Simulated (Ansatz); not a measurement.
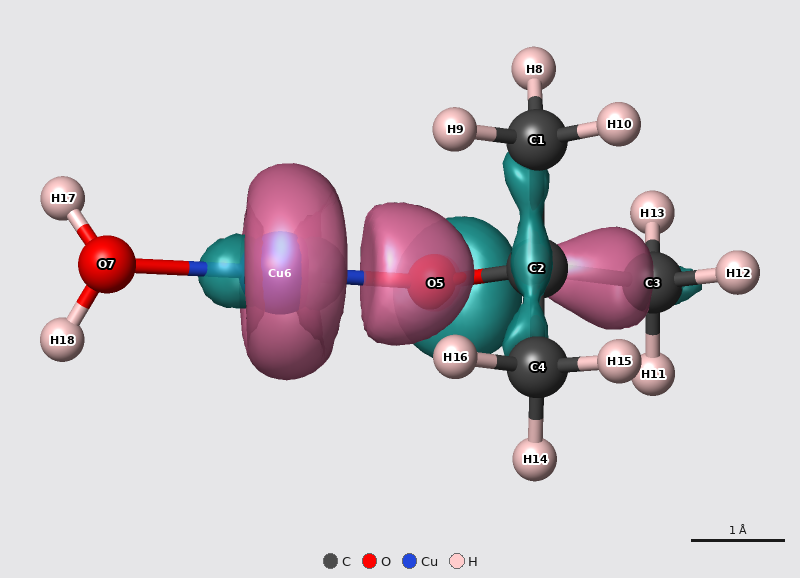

The picture shows: C$_{4}$H$_{11}$CuO$_{2}$ (SMILES CC(C)(C)[O][Cu-][OH2+]). The HOMO−1 at ±0.15 Å⁻³ᐟ² (teal and pink are the two phases), seen at a tilt.

Geometry: PBE0-D4/def2-TZVP.

These are results of RKS PBE0-D4/def2-TZVPP in Ansatz 0.2.0, not measurements.

```yaml
atoms:
  - { symbol: C, position_ang: [1.1494, -0.0374, 1.1162] }
  - { symbol: C, position_ang: [0.4857, -0.5329, -0.1692] }
  - { symbol: C, position_ang: [1.5008, -1.3256, -0.9923] }
  - { symbol: C, position_ang: [-0.6974, -1.4348, 0.1844] }
  - { symbol: O, position_ang: [0.0739, 0.5387, -0.9603] }
  - { symbol: Cu, position_ang: [-1.1161, 1.7394, -0.3935] }
  - { symbol: O, position_ang: [-2.3960, 3.1142, 0.0922] }
  - { symbol: H, position_ang: [1.9758, 0.6333, 0.8694] }
  - { symbol: H, position_ang: [0.4239, 0.5227, 1.7169] }
  - { symbol: H, position_ang: [1.5355, -0.8588, 1.7278] }
  - { symbol: H, position_ang: [1.0342, -1.6711, -1.9175] }
  - { symbol: H, position_ang: [1.8812, -2.1929, -0.4452] }
  - { symbol: H, position_ang: [2.3420, -0.6814, -1.2578] }
  - { symbol: H, position_ang: [-1.1946, -1.7662, -0.7303] }
  - { symbol: H, position_ang: [-0.3912, -2.3167, 0.7558] }
  - { symbol: H, position_ang: [-1.4247, -0.8760, 0.7840] }
  - { symbol: H, position_ang: [-2.0188, 4.0001, 0.1080] }
  - { symbol: H, position_ang: [-3.1636, 3.1455, -0.4886] }
```

Where does this orbital lie, and at what energy?

Answer. Its weight (Hirshfeld) is mainly on Cu6 (about 45 %) and O5 (about 35 %). Its energy is −5.80 eV.
